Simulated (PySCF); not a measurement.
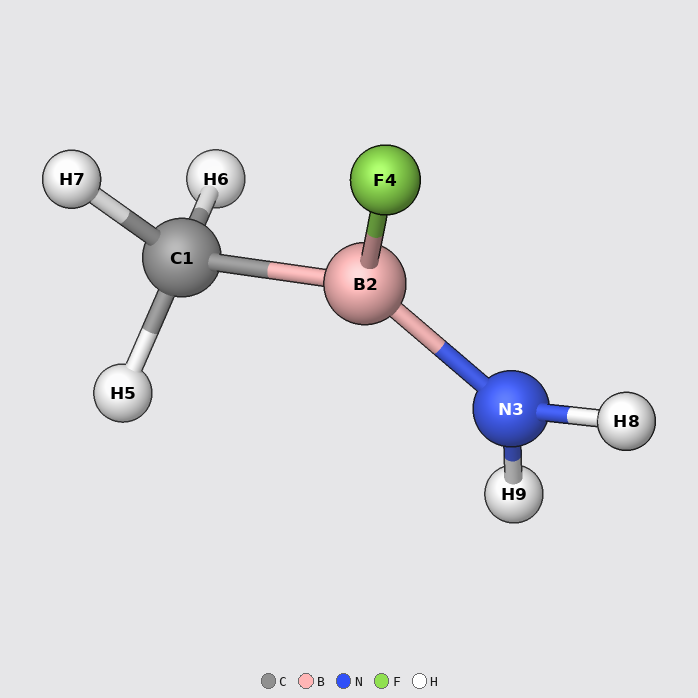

Computed geometry: GFN2-xTB optimisation. No frequency run is at hand to confirm it as a minimum. Level of theory: delta-SCF UKS SCAN, pcX-2 on the ionised atom, pcseg-1 elsewhere, spin-free X2C (PySCF 2.14.0).

Give the core-electron binding energies (to vacuum) of C1 1s, B2 1s, N3 1s, F4 1s.

```csv
atom,level,binding energy (eV)
C1,1s,290.2
B2,1s,197.3
N3,1s,405.4
F4,1s,692.4
```

The geometry is semi-empirical. Around B such bond lengths and angles can be off by a tenth of an ångström or more and by several degrees, and values that hang on the shape move with them.
